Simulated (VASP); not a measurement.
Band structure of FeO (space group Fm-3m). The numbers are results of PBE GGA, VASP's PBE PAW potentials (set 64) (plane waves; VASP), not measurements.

The moments were started parallel, and other spin orders were not tried in this run.

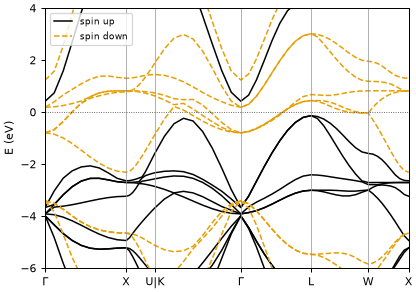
*Bands along high-symmetry lines, zero at the valence-band maximum or, without a gap, the Fermi level*

Question: Read the plot: is there a gap, and where are the band edges?

Answer: It has no gap at this level: it comes out as a metal or semimetal.

The structure was generated: FeO was put into an ordered model structure, which need not be its known phase. The cell was not relaxed at this level.
